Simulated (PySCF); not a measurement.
# [NO2]− (nitrite): SVWN5/def2-TZVPPD

What is the vertical singlet–triplet gap of [NO2]− (nitrite) at SVWN5/def2-TZVPPD? Input form: a Python script.

The results are computed with PySCF 2.14.0.

1 further run of the same task is left out (set aside as unsound or not needed).

## (1) Starting point

[NO2]− has 3 atoms, charge -1, and is taken as a singlet. SMILES: `O=N[O-]`. The coordinates come from a GFN2-xTB relaxation.

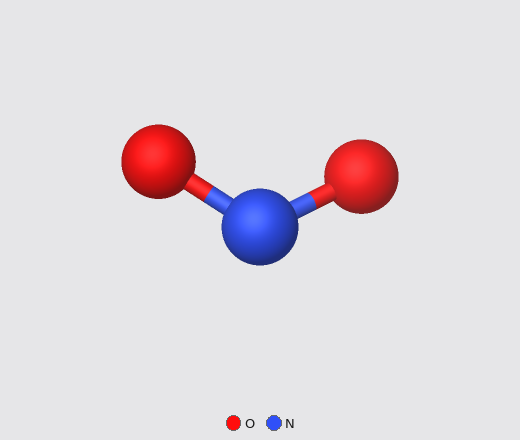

The structure, seen from a chosen angle (oxygen red, nitrogen blue).

## (2) A single-point energy at SVWN5/def2-TZVPPD

mol.xyz reads:

```xyz
3
NO2
O      0.332300     1.015250     0.295330
N      0.330220    -0.248730     0.154080
O     -0.662520    -0.766520    -0.449410
```

job.py reads:

```python
from pyscf import gto, dft

molecule = gto.M(
    atom='mol.xyz',
    charge=-1,
    max_memory=1860,
    basis='def2-tzvppd',
    verbose=4,
)

myscf = dft.RKS(molecule)
myscf.xc = 'svwn'
myscf.grids.level = 5
myscf.conv_tol = 1e-10
myscf.kernel()
if not myscf.converged:
    myscf = myscf.newton().run(myscf.mo_coeff, myscf.mo_occ)

e_tot = myscf.e_tot
print('E = %.10f Eh' % e_tot)
```

Started as:

```sh
$ OMP_NUM_THREADS=1 python job.py
```

The program printed:

```text
PySCF version 2.14.0

[INPUT] num. atoms = 3
[INPUT] num. electrons = 24
[INPUT] charge = -1
[INPUT] spin (= nelec alpha-beta = 2S) = 0
[INPUT] symmetry False subgroup None
[INPUT] Mole.unit = angstrom
[INPUT] Symbol           X                Y                Z      unit          X                Y                Z       unit  Magmom
[INPUT]  1 O      0.332300000000   1.015250000000   0.295330000000 AA    0.627955991193   1.918544447965   0.558092816368 Bohr   0.0
[INPUT]  2 N      0.330220000000  -0.248730000000   0.154080000000 AA    0.624025360854  -0.470031578963   0.291169001273 Bohr   0.0
[INPUT]  3 O     -0.662520000000  -0.766520000000  -0.449410000000 AA   -1.251981352047  -1.448512869002  -0.849261817641 Bohr   0.0

nuclear repulsion = 62.1883611346428
number of shells = 41
number of NR pGTOs = 162
number of NR cGTOs = 117
basis = def2-tzvppd
ecp = {}

******** <class 'pyscf.dft.rks.RKS'> ********
method = RKS
initial guess = minao
damping factor = 0
level_shift factor = 0
DIIS = <class 'pyscf.scf.diis.CDIIS'>
diis_start_cycle = 1
diis_space = 8
diis_damp = 0
SCF conv_tol = 1e-10
SCF conv_tol_grad = None
SCF max_cycles = 50
direct_scf = True
direct_scf_tol = 1e-13
XC library pyscf.dft.libxc version 7.0.0
    S. Lehtola, C. Steigemann, M. J.T. Oliveira, and M. A.L. Marques.,  SoftwareX 7, 1–5 (2018)
XC functionals = svwn
    P. A. M. Dirac.,  Math. Proc. Cambridge Philos. Soc. 26, 376 (1930)
    F. Bloch.,  Z. Phys. 57, 545 (1929)
    S. H. Vosko, L. Wilk, and M. Nusair.,  Can. J. Phys. 58, 1200 (1980)
radial grids:
    Treutler-Ahlrichs [JCP 102, 346 (1995); DOI:10.1063/1.469408] (M4) radial grids

becke partition: Becke, JCP 88, 2547 (1988); DOI:10.1063/1.454033
pruning grids: <function nwchem_prune>
grids dens level: 5
symmetrized grids: False
atomic radii adjust function: <function treutler_atomic_radii_adjust>
small_rho_cutoff = 0
Set gradient conv threshold to 1e-05
Initial guess from minao.
tot grids = 128072
init E= -203.999077435851
  HOMO = -0.2627237658889  LUMO = -0.127872936212974  gap/eV = 3.66948
cycle= 1 E= -203.550605568168  delta_E= 0.448  |g|= 1.12  |ddm|= 1.65
  HOMO = 0.169872821304387  LUMO = 0.201694747681005  gap/eV = 0.86592
cycle= 2 E= -201.927081794826  delta_E= 1.62  |g|= 3.03  |ddm|= 14.7
  HOMO = 0.021850570772024  LUMO = 0.118560306929822  gap/eV = 2.63161
cycle= 3 E= -203.773727024086  delta_E= -1.85  |g|= 0.124  |ddm|= 13.8
  HOMO = 0.0424523791838237  LUMO = 0.142784405551787  gap/eV = 2.73017
cycle= 4 E= -203.776620340343  delta_E= -0.00289  |g|= 0.0539  |ddm|= 0.465
  HOMO = 0.0377162474557582  LUMO = 0.136039192476979  gap/eV = 2.67550
cycle= 5 E= -203.776987447496  delta_E= -0.000367  |g|= 0.029  |ddm|= 0.116
  HOMO = 0.0409677849409736  LUMO = 0.139665235066317  gap/eV = 2.68569
cycle= 6 E= -203.777069258234  delta_E= -8.18e-05  |g|= 0.0218  |ddm|= 0.11
  HOMO = 0.0409318471898966  LUMO = 0.139676247313218  gap/eV = 2.68697
cycle= 7 E= -203.777152117256  delta_E= -8.29e-05  |g|= 0.00681  |ddm|= 0.0173
  HOMO = 0.0400238844426834  LUMO = 0.13873323737689  gap/eV = 2.68602
cycle= 8 E= -203.777162365383  delta_E= -1.02e-05  |g|= 0.000467  |ddm|= 0.0203
  HOMO = 0.0399436331989401  LUMO = 0.138658861383298  gap/eV = 2.68618
cycle= 9 E= -203.777162407556  delta_E= -4.22e-08  |g|= 7.39e-05  |ddm|= 0.00084
  HOMO = 0.0399363867711127  LUMO = 0.138654355409194  gap/eV = 2.68625
cycle= 10 E= -203.777162408392  delta_E= -8.36e-10  |g|= 1.28e-05  |ddm|= 0.000162
  HOMO = 0.0399349370750376  LUMO = 0.138652292111438  gap/eV = 2.68624
cycle= 11 E= -203.777162408428  delta_E= -3.59e-11  |g|= 2.65e-06  |ddm|= 3.7e-05
  HOMO = 0.0399341513857257  LUMO = 0.138651441150614  gap/eV = 2.68623
Extra cycle  E= -203.77716240842  delta_E= 8.07e-12  |g|= 6.7e-06  |ddm|= 2.26e-05
converged SCF energy = -203.77716240842
E = -203.7771624084 Eh
```

Wall time 8.1 s (1 thread of Arm Neoverse V2, shared host); peak memory 0.42 GiB.

## (3) The triplet at the same level

input.py reads:

```python
from pyscf import gto, dft

mol = gto.M(
    atom='''
O      0.627956     1.918544     0.558093
N      0.624025    -0.470032     0.291169
O     -1.251981    -1.448513    -0.849262
''',
    charge=-1,
    verbose=4,
    spin=2,
    basis='def2-tzvppd',
    max_memory=1860,
    unit='bohr',
)

ks = dft.UKS(mol, xc='svwn')
ks.conv_tol = 1e-10
ks.grids.level = 5
ks.kernel()
if not ks.converged:
    ks = ks.newton().run(ks.mo_coeff, ks.mo_occ)

etot = ks.e_tot
print('Final energy', etot)
```

Started as:

```sh
$ OMP_NUM_THREADS=1 python input.py
```

The program printed:

```text
PySCF version 2.14.0

[INPUT] num. atoms = 3
[INPUT] num. electrons = 24
[INPUT] charge = -1
[INPUT] spin (= nelec alpha-beta = 2S) = 2
[INPUT] symmetry False subgroup None
[INPUT] Mole.unit = bohr
[INPUT] Symbol           X                Y                Z      unit          X                Y                Z       unit  Magmom
[INPUT]  1 O      0.332300004660   1.015249762947   0.295330097174 AA    0.627956000000   1.918544000000   0.558093000000 Bohr   0.0
[INPUT]  2 N      0.330219809044  -0.248730222803   0.154079999326 AA    0.624025000000  -0.470032000000   0.291169000000 Bohr   0.0
[INPUT]  3 O     -0.662519813705  -0.766520069321  -0.449410096500 AA   -1.251981000000  -1.448513000000  -0.849262000000 Bohr   0.0

nuclear repulsion = 62.188368001841
number of shells = 41
number of NR pGTOs = 162
number of NR cGTOs = 117
basis = def2-tzvppd
ecp = {}

******** <class 'pyscf.dft.uks.UKS'> ********
method = UKS
initial guess = minao
damping factor = 0
level_shift factor = 0
DIIS = <class 'pyscf.scf.diis.CDIIS'>
diis_start_cycle = 1
diis_space = 8
diis_damp = 0
SCF conv_tol = 1e-10
SCF conv_tol_grad = None
SCF max_cycles = 50
direct_scf = True
direct_scf_tol = 1e-13
number electrons alpha = 13  beta = 11
XC library pyscf.dft.libxc version 7.0.0
    S. Lehtola, C. Steigemann, M. J.T. Oliveira, and M. A.L. Marques.,  SoftwareX 7, 1–5 (2018)
XC functionals = svwn
    P. A. M. Dirac.,  Math. Proc. Cambridge Philos. Soc. 26, 376 (1930)
    F. Bloch.,  Z. Phys. 57, 545 (1929)
    S. H. Vosko, L. Wilk, and M. Nusair.,  Can. J. Phys. 58, 1200 (1980)
radial grids:
    Treutler-Ahlrichs [JCP 102, 346 (1995); DOI:10.1063/1.469408] (M4) radial grids

becke partition: Becke, JCP 88, 2547 (1988); DOI:10.1063/1.454033
pruning grids: <function nwchem_prune>
grids dens level: 5
symmetrized grids: False
atomic radii adjust function: <function treutler_atomic_radii_adjust>
small_rho_cutoff = 0
Set gradient conv threshold to 1e-05
tot grids = 128072
init E= -203.999077929025
[... the frontier-level lines of each cycle are left out ...]


cycle= 1 E= -203.50884498935  delta_E= 0.49  |g|= 0.705  |ddm|= 1.22


cycle= 2 E= -202.043713782171  delta_E= 1.47  |g|= 1.97  |ddm|= 9.16


cycle= 3 E= -203.687162006521  delta_E= -1.64  |g|= 0.07  |ddm|= 9.04


cycle= 4 E= -203.688610005448  delta_E= -0.00145  |g|= 0.0498  |ddm|= 0.164


cycle= 5 E= -203.688962108162  delta_E= -0.000352  |g|= 0.0399  |ddm|= 0.0811


cycle= 6 E= -203.689128624867  delta_E= -0.000167  |g|= 0.0343  |ddm|= 0.0597


cycle= 7 E= -203.689609351857  delta_E= -0.000481  |g|= 0.00496  |ddm|= 0.0326


cycle= 8 E= -203.6896208545  delta_E= -1.15e-05  |g|= 0.000841  |ddm|= 0.0105


cycle= 9 E= -203.689621155941  delta_E= -3.01e-07  |g|= 0.000169  |ddm|= 0.000666


cycle= 10 E= -203.689621168612  delta_E= -1.27e-08  |g|= 1.93e-05  |ddm|= 0.000233


cycle= 11 E= -203.689621168885  delta_E= -2.73e-10  |g|= 6.71e-06  |ddm|= 4.2e-05


cycle= 12 E= -203.689621168904  delta_E= -1.94e-11  |g|= 9.82e-07  |ddm|= 5.88e-06


Extra cycle  E= -203.689621168903  delta_E= 9.66e-13  |g|= 2.78e-06  |ddm|= 1.98e-06
converged SCF energy = -203.689621168903  <S^2> = 2.0041672  2S+1 = 3.0027769
Final energy -203.68962116890307
```

It took 16 s on 1 thread of Arm Neoverse V2, shared host; peak memory 0.42 GiB.

## (4) Summary of results

At SVWN5/def2-TZVPPD:

| quantity | value |
| --- | --- |
| singlet: total energy | -203.77716 Eh |
| singlet: HOMO energy | 1.09 eV |
| singlet: LUMO energy | 3.77 eV |
| singlet: HOMO–LUMO gap (to an unbound level, set by the basis) | 2.69 eV |
| triplet: total energy | -203.68962 Eh |
| triplet: HOMO energy (highest over α and β) | 3.67 eV |
| triplet: ⟨S²⟩ | 2.004 |
| vertical energy of the triplet above the singlet | 2.382 eV |

**Reading.** At this shape the triplet lies 2.38 eV (230 kJ/mol) above the singlet. The HOMO (singlet) lies at positive energy, 1.09 eV, as semi-local functionals often give for anions; only total energies tell whether the electron is bound. Mulliken charges (triplet) run from -0.56 on O1 to +0.12 on N2; in a basis this large or diffuse they mean little. The HOMO (triplet) lies at positive energy, 3.67 eV, as semi-local functionals often give for anions; only total energies tell whether the electron is bound.
